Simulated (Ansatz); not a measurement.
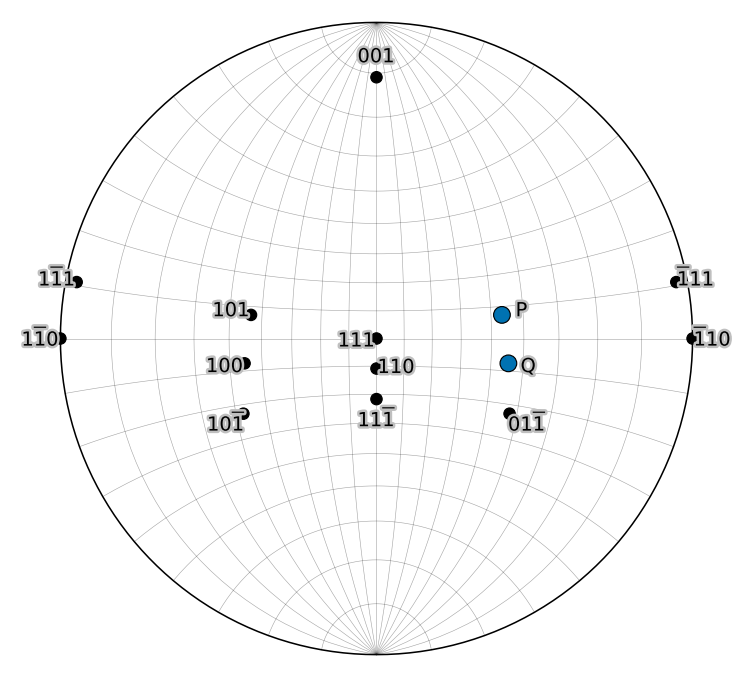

For Rb₂W, the end point of a relaxation with DFT PBE, scalar-relativistic, plane waves, PAW in Ansatz 0.2.0; the starting structure was generated, so it need not be a known form of this composition: stereographic projection of plane normals (upper hemisphere) centred on (1 1 1). All values are computed from the atomic coordinates in the standard setting (tolerance 0.002 Å).

a = 2.979 Å, b = 2.979 Å, c = 10.988 Å, α = 90.00°, β = 90.00°, γ = 90.00°.

> Index the poles marked P, Q.

P is (0 1 1), 44.0° from the centre; Q is (0 1 0), 46.0° from the centre.

> What is the angle between the normals of (0 1 0) and (1 1 0), and what are their d_hkl = 1/|g|?

45.0°; d = 2.979 Å and 2.106 Å.
